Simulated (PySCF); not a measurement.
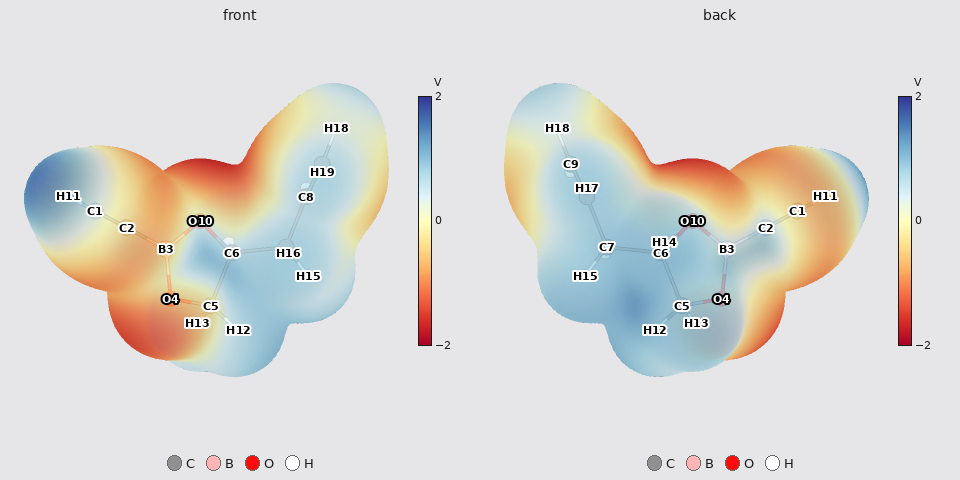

Figure. C7H9BO2 (SMILES C#CB1OC[C@H](CC=C)O1). The molecular electrostatic potential painted on the density surface at 0.002 e/bohr³, seen from the front and from behind; the colour scale runs from red (negative) to blue (positive).

Geometry: GFN2-xTB.

All numbers below come from PySCF 2.14.0, PBE0/pcSseg-1, SCF density, gas phase, non-relativistic.

```xyz
19

C     3.5564    2.0122   -1.4363
C     2.7738    1.1834   -1.0570
B     1.7864    0.1275   -0.5873
O     1.7850   -1.1588   -1.0522
C     0.7467   -1.8648   -0.4148
C     0.0621   -0.8322    0.5213
C    -1.4121   -0.5944    0.1666
C    -2.0610    0.3439    1.1345
C    -2.5882    1.5080    0.8087
O     0.8141    0.3516    0.3429
H     4.2417    2.7385   -1.7662
H     0.0584   -2.2465   -1.1766
H     1.1747   -2.7080    0.1367
H     0.1448   -1.1283    1.5756
H    -1.9238   -1.5611    0.1929
H    -1.4695   -0.1894   -0.8454
H    -2.0694    0.0080    2.1633
H    -3.0429    2.1525    1.5415
H    -2.5869    1.8671   -0.2071
```

> Where is the surface potential most negative and most positive?

The most negative region (about −1.6 V) lies over O10, the most positive (about +1.6 V) over H11. O10 is the likeliest acceptor of a hydrogen bond.
